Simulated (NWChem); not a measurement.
# GeH3O (SMILES [O][GeH3]) at UPBE0/jorge-DZP

What is the vertical ionisation energy of GeH3O at UPBE0/jorge-DZP? 

The results are computed with NWChem 7.3.0.

### Step 1. The molecule

GeH3O: 5 atoms, total charge 0, spin state doublet. SMILES: `[O][GeH3]`. Geometry: relaxed at PBE0-D4/def2-TZVP.

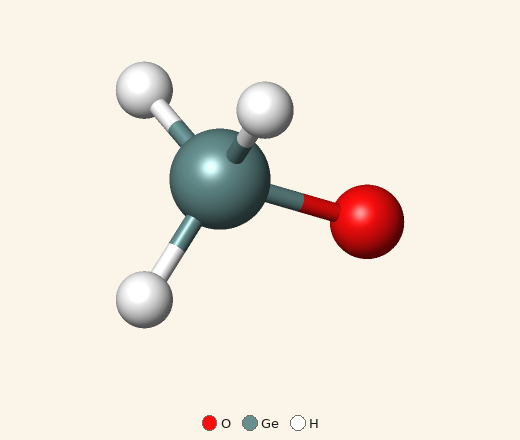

Viewed from a chosen angle; oxygen red, germanium teal, hydrogen white.

### Step 2. The energy at UPBE0/jorge-DZP

run.nw

```
start run
title "GeH3O energy"
memory stack 880 mb heap 220 mb global 1100 mb
charge 0
geometry units angstrom noautosym nocenter noautoz
O    -1.443900    0.418600    0.777300
Ge    0.072300   -0.056300   -0.056900
H    -0.162200   -0.091200   -1.574700
H     0.548000   -1.418100    0.471500
H     1.035700    1.073400    0.341400
end
basis spherical bse
* library jorge-DZP
end
dft
xc pbe0
mult 2
grid fine
convergence energy 1e-08
iterations 100
mulliken
print low
end
task dft energy
```

Launch:

```sh
$ nwchem run.nw > run.out
```

Output:

```text
[...]
 d= 0,ls=0.0,diis     1  -2153.3422633223 -2.27D+03  2.81D-02  1.76D+00     1.8
[...]
 d= 0,ls=0.0,diis    15  -2153.5470427087 -1.86D-09  9.30D-08  2.35D-11    19.3
[...]
         Total DFT energy =    -2153.547042708710
      One electron energy =    -3226.944688855924
           Coulomb energy =     1047.875280054691
    Exchange-Corr. energy =      -88.387523557711
 Nuclear repulsion energy =      113.909889650234
[...]
      Total Density - Mulliken Population Analysis
     ---------------------------------------------
    Atom       Charge   Shell Charges
 -----------   ------   -------------------------------------------------------
    1 O    8     8.50   0.95  1.03  0.88  1.11  3.22  1.31  0.01
    2 Ge  32    31.19   0.37  0.71  0.87  1.02  0.99  2.01  0.86  0.41  2.50  2.51  1.24  5.74  1.03  0.93  8.18  1.82  0.00
    3 H    1     1.11   0.75  0.34  0.02
    4 H    1     1.11   0.75  0.34  0.02
    5 H    1     1.09   0.74  0.33  0.02
[...]
      <S2> =      0.7535 (Exact =     0.7500)
[...]
```

Wall time 20 s (1 thread of Intel Xeon Platinum 8488C (Sapphire Rapids), shared host); peak memory 0.11 GiB.

### Step 3. The singlet cation

sp.nw

```
start sp
memory stack 880 mb heap 220 mb global 1100 mb
charge 1
geometry units angstrom noautosym nocenter noautoz
   O       -1.443900       0.418600       0.777300
   Ge       0.072300      -0.056300      -0.056900
   H       -0.162200      -0.091200      -1.574700
   H        0.548000      -1.418100       0.471500
   H        1.035700       1.073400       0.341400
end
basis spherical bse
   * library jorge-DZP
end
dft
   xc pbe0
   grid fine
   convergence energy 1e-08
   maxiter 100
   mulliken
   print low
end
task dft energy
```

Launch:

```sh
$ nwchem sp.nw > sp.out
```

Output:

```text
[...]
 d= 0,ls=0.0,diis     1  -2152.5303063603 -2.27D+03  3.88D-02  2.50D+01     1.5
[...]
 d= 0,ls=0.5,diis    35  -2153.0788977749 -9.03D-09  9.38D-07  7.27D-08    33.7
         Total DFT energy =    -2153.078897780863
      One electron energy =    -3214.422548686704
           Coulomb energy =     1035.401468445856
    Exchange-Corr. energy =      -87.967707190249
 Nuclear repulsion energy =      113.909889650234
[...]
      Total Density - Mulliken Population Analysis
     ---------------------------------------------
    Atom       Charge   Shell Charges
 -----------   ------   -------------------------------------------------------
    1 O    8     8.14   0.95  1.02  0.93  1.08  3.08  1.07  0.01
    2 Ge  32    31.21   0.37  0.71  0.87  1.03  0.99  2.01  0.92  0.41  2.50  2.51  1.24  5.74  1.04  0.87  8.18  1.82  0.00
    3 H    1     0.92   0.71  0.20  0.02
    4 H    1     0.92   0.70  0.20  0.02
    5 H    1     0.82   0.63  0.16  0.02
[...]
```

Wall time 35 s (1 thread of Intel Xeon Platinum 8488C (Sapphire Rapids), shared host); peak memory 0.11 GiB.

### Step 4. What came out

At UPBE0/jorge-DZP:

| quantity | value |
| --- | --- |
| doublet GeH3O: total energy | -2153.54704 Eh |
| doublet GeH3O: ⟨S²⟩ | 0.753 |
| singlet cation: total energy | -2153.07890 Eh |
| vertical ionisation energy (to the singlet cation) | 12.739 eV |

Removing an electron at fixed nuclei costs 12.74 eV (294 kcal/mol). Only the singlet of the ionised species was computed; a triplet could lie lower.
